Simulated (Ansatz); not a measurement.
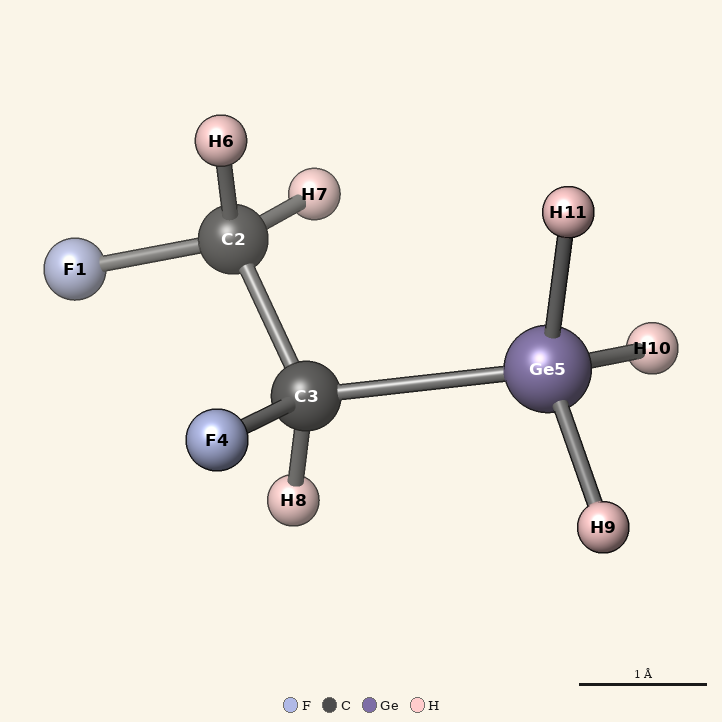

Orthographic view. Distant atoms are faded towards the background colour. Computed geometry: PBE0-D4/def2-TZVP optimisation. No frequency run is at hand to confirm it as a minimum.

Write a Z-matrix (Å, degrees) in the order of the atom numbers, with these reference atoms: 2 to 1; 3 to 2, 1; 4 to 3, 2, 1; 5 to 3, 4, 2; 6 to 2, 1, 3; 7 to 2, 6, 1; 8 to 3, 4, 2; 9 to 5, 3, 8; 10 to 5, 9, 3; 11 to 5, 9, 10.

```
F  
C    1   1.382
C    2   1.496   1   111.1
F    3   1.390   2   109.9   1   -69.0
Ge   3   1.989   4   108.4   2   123.1
H    2   1.094   1   107.9   3  -121.3
H    2   1.096   6   109.4   1   117.2
H    3   1.095   4   107.3   2  -119.0
H    5   1.532   3   108.0   8   -65.4
H    5   1.537   9   110.2   3  -119.1
H    5   1.536   9   110.3  10  -121.4
```
